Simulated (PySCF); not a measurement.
C4H10OSSi

Input file:

```
{"job": {"kind": "uv", "xc": "wB97X-D", "basis": "def2-SVPD", "nstates": 8, "ntriplets": 3}, "charge": 0, "multiplicity": 1}
C      3.035232     0.090517     0.363705
O      1.692321     0.097842     0.775098
C      0.808604    -0.430629    -0.191874
Si    -0.894427    -0.333389     0.647363
C     -1.727006     1.388389     0.672853
S     -3.250981     0.759498    -0.144204
C     -2.405424    -0.850208    -0.412140
H      3.380592    -0.932075     0.166085
H      3.616459     0.520875     1.176752
H      3.175303     0.689878    -0.544630
H      0.871838     0.147665    -1.123986
H      1.085639    -1.465456    -0.434395
H     -0.875407    -0.978211     1.961268
H     -1.279493     2.168381     0.061527
H     -1.970587     1.803124     1.646250
H     -2.249230    -1.007042    -1.476649
H     -3.020432    -1.657129    -0.026865
```

Launched as:

```sh
OMP_NUM_THREADS=1 python probes_run.py task.json out
```

Geometry: GFN2-xTB.

Computed with wB97X-D/def2-SVPD, SCF density, gas phase (PySCF).

> What will maps of the electron density and electron localisation function show?

C–O (1.40 Å): the density is about 2.1 e/Å³ at the midpoint, with its minimum of 1.8 e/Å³ about 0.5 Å from C; the ELF peaks at about 0.90 between the atoms (a shared but strongly polarised pair).
C–Si (1.90 Å): ρ is about 0.96 e/Å³ halfway; the ELF peaks at about 1 between the atoms (a shared electron pair).
C–H (1.09 Å): ρ is about 2 e/Å³ halfway; the ELF climbs to about 1 towards the hydrogen, as it does in any bond to H (a covalent bond by its length).

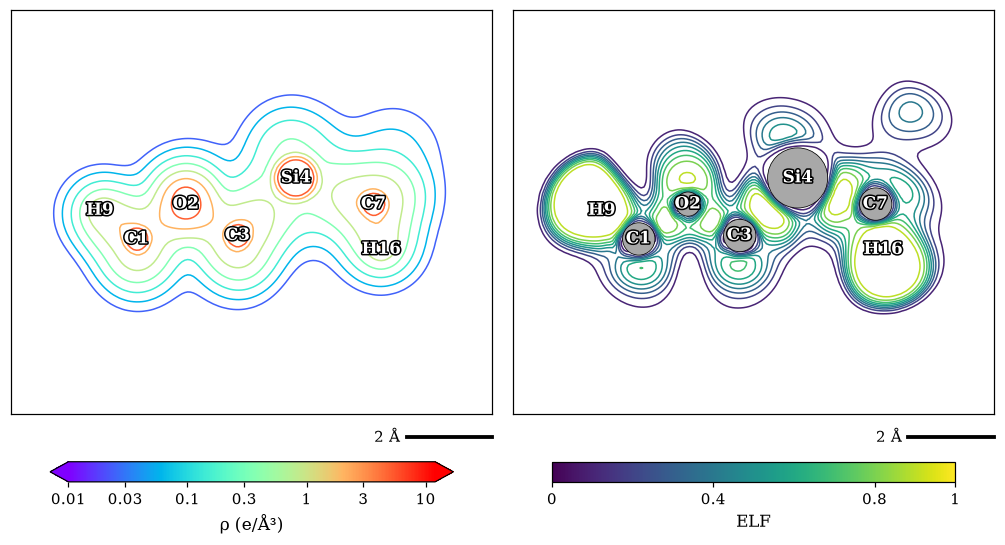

Computed electron density and electron localisation function on the plane of atoms C3, Si4 and C7, in this order. Grey discs cover the atomic cores in the ELF map. 
